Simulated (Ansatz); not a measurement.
## PbSe (rock salt), energy over volume and axial ratio

PbSe (rock salt), conventional cell a = b = c = 6.178 Å, α = β = γ = 90.00°. The calculation uses the primitive cell of 2 atoms, to which meshes and values per cell refer.

The relaxed cell is deformed in two ways at once: its volume V is scaled, and at that volume it is stretched along z (the c axis of the conventional cell) so that c/a changes. Fractional atomic positions are held.

Computed with r2SCAN (plane waves to 500 eV, PAW, scalar-relativistic; Ansatz, a first-principles code). k mesh 9×9×9 (Γ-centred), Fermi-Dirac smearing 0.05 eV. Energies are smeared free energies. PbSe was relaxed with its symmetry unable to fall. Spin-orbit coupling is left out, though Pb is heavy. The zero of ΔE is the relaxed starting cell.

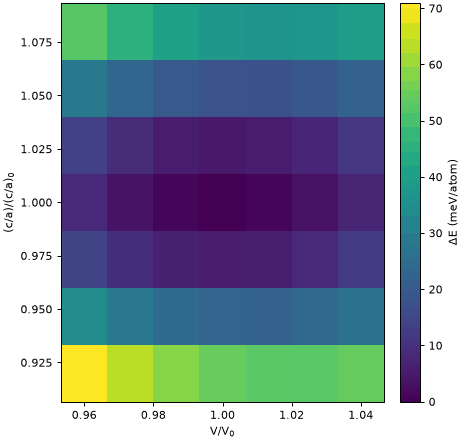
Figure: ΔE (meV/atom) over the 7×7 grid of computed points.

The shear modulus C′ = (C11 − C12)/2 (fit, atoms clamped) is 57 GPa. Highest place on the grid: V/V₀ = 0.960, (c/a)/(c/a)₀ = 0.920 (70.9 meV/atom). Lowest place on the grid: V/V₀ = 1.000, (c/a)/(c/a)₀ = 1.000 (0.0 meV/atom).

Near the relaxed cell σzz − σxx = −2Cδ (compression positive), C being this modulus and δ the logarithm of the ratio.

(Under strain, the slope of the energy per volume gives the stress and its curvature an elastic modulus.)
